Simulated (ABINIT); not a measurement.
# Quasiparticle gap of AlN (F-43m) in ABINIT, part 3 of 3

Wanted: ground state, empty states, screening and self-energy for AlN (F-43m).

ABINIT 10.8.3; PBE and many-body steps on it, plane waves. Known limits of the many-body steps: not at the basis limit.

So far. Step 4 (Empty states on the mesh, 6×6×6 mesh, 107 bands): On this mesh the gap is 3.325 eV. Step 5 (Screening, 6×6×6 mesh, 99 bands, screening to 217.7 eV): Local fields lower ε∞ by 9 %.

## (6) Self-energy, 6×6×6 mesh, 99 bands, screening to 217.7 eV

The self-energy is evaluated for the states that the input lists, and the levels follow from it, in one-shot runs by the linearised quasiparticle equation.

This step: G0W0 on PBE, plane waves, norm-conserving pseudopotentials.

Input file run.abi:

```
acell 3*1.0 Angstrom
rprim 
  -0.000000000000 2.183993559600 2.183993559600
  2.183993559600 -0.000000000000 2.183993559600
  2.183993559600 2.183993559600 -0.000000000000
ntypat 2
znucl 13 7
natom 2
typat 1 2
xred 
  0.000000000000 0.000000000000 0.000000000000
  0.750000000000 0.750000000000 0.750000000000
pp_dirpath "pseudos"
pseudos "Al.upf, N.upf"
ecut 36
ngkpt 6 6 6
nshiftk 1
shiftk 0 0 0
kptopt 1
chksymbreak 0
istwfk *1
occopt 1
irdwfk 1
optdriver 4
nband 99
gwcalctyp 0
ecutsigx 36
symsigma 1
nkptgw 2
kptgw 
  0.0000000000 0.0000000000 0.0000000000
  0.5000000000 0.5000000000 0.0000000000
bdgw 
  2 8
  3 6
ecuteps 8
irdscr 1
ppmodel 1
indata_prefix "in"
outdata_prefix "out"
tmpdata_prefix "tmp"
```

On the command line:

```bash
OMP_NUM_THREADS=1 mpirun -n 4 abinit run.abi > log
```

Numbers of over 12 decimals in the logs are rounded to 6 here.

Log:

```text
.Version 10.8.3 of ABINIT. v10.8.2 released Aug 2026.

 Symmetries : space group F-4 3 m (#216); Bravais cF (face-center cubic)
[... echo of the input left out ...]
== DATASET  1 ==================================================================
-   mpi_nproc: 4, omp_nthreads: 1 (-1 if OMP is not activated)

--- !DatasetInfo
iteration_state: {dtset: 1, }
dimensions: {natom: 2, nkpt: 16, mband: 99, nsppol: 1, nspinor: 1, nspden: 1, mpw: 1464, }
cutoff_energies: {ecut:  36.0, pawecutdg:  -1.0, }
electrons: {nelect:   8.00000000E+00, charge:   0.00000000E+00, occopt:   1.00000000E+00, tsmear:   1.00000000E-02, }

 SIGMA: Calculation of the GW corrections

 Based on a program developped by R.W. Godby, V. Olevano, G. Onida, and L. Reining.
 Incorporated in ABINIT by V. Olevano, G.-M. Rignanese, and M. Torrent.
.Using double precision arithmetic ; gwpc =  8

[... cell and pseudopotentials left out ...]
--------------------------------------------------------------------------------

 ==== K-mesh for the wavefunctions ====
 Number of points in the irreducible wedge :    16
[... list of points left out ...]
 Together with 24 symmetry operations and time-reversal symmetry
 yields   216 points in the full Brillouin Zone.

 ==== Q-mesh for screening function ====
 Number of points in the irreducible wedge :    16
[... list of points left out ...]
 Together with 24 symmetry operations and time-reversal symmetry
 yields   216 points in the full Brillouin Zone.

 vcoul_init : cutoff-mode = AUXILIARY_FUNCTION
 q-points for optical limit:   1
     1)      0.000010    0.000020    0.000030
 setmesh: FFT mesh size selected  =    32x   32x   32
          total number of points  =        32768

 Number of electrons calculated from density =    8.0000; Expected =    8.0000
 average of density, n =  0.056900
 r_s =    1.6129
 omega_plasma =   23.0097 [eV]

 === KS Band Gaps ===
  >>>> For spin  1
   Minimum direct gap =   4.1921 [eV], located at k-point      :   0.0000  0.0000  0.0000
   Fundamental gap    =   3.3248 [eV], Top of valence bands at :   0.0000  0.0000  0.0000
                                       Bottom of conduction at :   0.5000  0.5000  0.0000
 SIGMA fundamental parameters:
 PLASMON POLE MODEL  1
 number of plane-waves for SigmaX                 1459
 number of plane-waves for SigmaC and W            169
 number of plane-waves for wavefunctions          1459
 number of bands                                    99
 number of independent spin polarizations            1
 number of spinorial components                      1
 number of k-points in IBZ                          16
 number of q-points in IBZ                          16
 number of symmetry operations                      24
 number of k-points in BZ                          216
 number of q-points in BZ                          216
 number of frequencies for dSigma/dE                 9
 frequency step for dSigma/dE [eV]                0.25
 number of omega for Sigma on real axis              0
 max omega for Sigma on real axis  [eV]           0.00
 zcut for avoiding poles [eV]                     0.10

 EPSILON^-1 parameters (SCR file):
 dimension of the eps^-1 matrix on file            169
 dimension of the eps^-1 matrix used               169
 number of plane-waves for wavefunctions          1459
 number of bands                                    99
 number of q-points in IBZ                          16
 number of frequencies                               2
 number of real frequencies                          1
 number of imag frequencies                          1

 matrix elements of self-energy operator (all in [eV])

 Perturbative Calculation

--- !SelfEnergy_ee
iteration_state: {dtset: 1, }
kpoint     : [   0.000,    0.000,    0.000, ]
spin       : 1
KS_gap     :    4.192
QP_gap     :    5.586
Delta_QP_KS:    1.394
data: !SigmaeeData |
     Band     E0 <VxcDFT>   SigX SigC(E0)      Z dSigC/dE  Sig(E)    E-E0       E
        2   5.159 -16.959 -20.996   2.963   0.785  -0.273 -17.802  -0.843   4.316
        3   5.159 -16.959 -20.996   2.963   0.785  -0.273 -17.802  -0.843   4.316
        4   5.159 -16.959 -20.996   2.963   0.785  -0.273 -17.802  -0.843   4.316
        5   9.351 -12.531  -8.056  -3.799   0.815  -0.226 -11.980   0.551   9.902
        6  17.748  -9.892  -4.092  -5.066   0.815  -0.227  -9.293   0.598  18.346
        7  17.748  -9.892  -4.092  -5.066   0.815  -0.227  -9.293   0.598  18.346
        8  17.748  -9.892  -4.092  -5.066   0.815  -0.227  -9.293   0.598  18.346

--- !SelfEnergy_ee
iteration_state: {dtset: 1, }
kpoint     : [   0.500,    0.500,    0.000, ]
spin       : 1
KS_gap     :    5.100
QP_gap     :    6.585
Delta_QP_KS:    1.485
data: !SigmaeeData |
     Band     E0 <VxcDFT>   SigX SigC(E0)      Z dSigC/dE  Sig(E)    E-E0       E
        3   3.383 -15.432 -20.146   3.264   0.781  -0.280 -16.565  -1.134   2.250
        4   3.383 -15.432 -20.146   3.264   0.781  -0.280 -16.565  -1.134   2.250
        5   8.483  -9.206  -5.016  -3.769   0.835  -0.197  -8.854   0.351   8.834
        6  13.810  -9.461  -4.383  -4.374   0.838  -0.193  -8.871   0.590  14.400

== END DATASET(S) ==============================================================
================================================================================

 -outvars: echo values of variables after computation  --------
           etotal      0.0000000000E+00
            nband          99
             nkpt          16
          spgroup         216
 [... the other variables as echoed above ...]

 Calculation completed.
```

It took 9.8 s on 4 MPI ranks of Intel Xeon Platinum 8375C at 2.90GHz (Ice Lake), shared host; peak memory 0.81 GiB.

This step gave:

- G0W0 gap on the points computed: 4.518 eV
- starting gap on the mesh: 3.325 eV
- k of the valence top: 0, 0, 0
- k of the conduction bottom: 0.5, 0.5, 0
- Z at the valence top: 0.785
- Z at the conduction bottom: 0.835
- least direct G0W0 gap on the computed points: 5.586 eV

The gap on the mesh goes from 3.32 eV to 4.52 eV, a correction of +1.19 eV.

Limits: finite bands, cutoff and mesh. v1 is the top filled band, c1 the lowest empty one. Levels before and after the correction, in eV, zero at the valence-band top of each column:

```tsv
	conduction bottom	valence top
Kohn-Sham	3.32	0.00
G0W0	4.52	0.00
```

```tsv
	level	energy (eV)
Kohn-Sham	Γ v3-v1	0.000
Kohn-Sham	Γ c1	4.192
Kohn-Sham	Γ c2-c4	12.589
Kohn-Sham	(0.5 0.5 0) v2-v1	-1.775
Kohn-Sham	(0.5 0.5 0) c1	3.325
Kohn-Sham	(0.5 0.5 0) c2	8.652
G0W0	Γ v3-v1	0.000
G0W0	Γ c1	5.586
G0W0	Γ c2-c4	14.030
G0W0	(0.5 0.5 0) v2-v1	-2.066
G0W0	(0.5 0.5 0) c1	4.518
G0W0	(0.5 0.5 0) c2	10.084
```

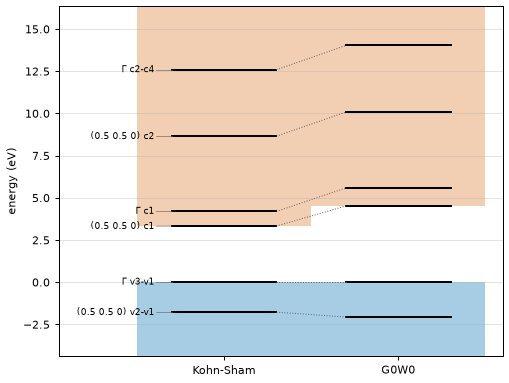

Levels before and after the correction. Shaded: valence and conduction bands.

## (7) Where the time went

Times are wall times on 4 MPI ranks of Intel Xeon Platinum 8375C at 2.90GHz (Ice Lake), shared host, good to a factor of about two.

```tsv
step	time	share	memory (GiB)
ground state	4.5 s	7 %	0.29
bands along the symmetry lines	3.8 s	6 %	0.27
empty states on the mesh	9.4 s	14 %	0.71
screening	40 s	59 %	0.77
self-energy	9.8 s	15 %	0.81
```

## (8) Summary of results

```json
{
  "PBE gap": "3.32 eV, indirect",
  "G0W0 gap on the mesh": "4.52 eV",
  "GW settings": "6×6×6 mesh, 99 bands, screening to 217.7 eV, Godby-Needs plasmon pole",
  "known limits": "not at the basis limit"
}
```

In words: G0W0 moves the gap on the mesh from 3.32 eV to 4.52 eV (+1.19 eV), with Z of 0.79 and 0.83 at the edges. Local fields lower the RPA ε∞ on this mesh from 4.79 to 4.35. Only 2 of the mesh's irreducible points were corrected, so a valley elsewhere could overtake. The dearest step here is «screening». Bands and cutoff are finite, so the gap is not at the basis limit. The miss can reach some tenths of an eV and take either sign; the mesh is an error of its own. In the G0W0 run levels were corrected at 2 k points alone, so a gap called «on the mesh» is the least over those, and an edge elsewhere would be missed.

[Paths, hosts, dates, memory and timing lines, banners, echoed tables and standing remarks are left out of the program output.]

[Logs are printed without paths, hosts, clocks, repeated set-up lines and the standing remarks that a program may print on its own settings, such as how far it seeks lower states.]

[Runs of the session that timed out or met a known fault of the program may be left out.]

[Hosts, paths, dates, database ids (printed as entryN), source tags and the programs' standing remarks are cut or masked in the printed files.]

[G0W0 gaps are taken among the corrected bands and points alone; a level outside them can change the order at an edge.]

[Where Ansatz stands beside ABINIT at settings called matched, ABINIT's density can come from a denser mesh and the files from another edition; pairs whose starting gaps differed by over 0.03 eV were left out, so agreement reads better than it is.]
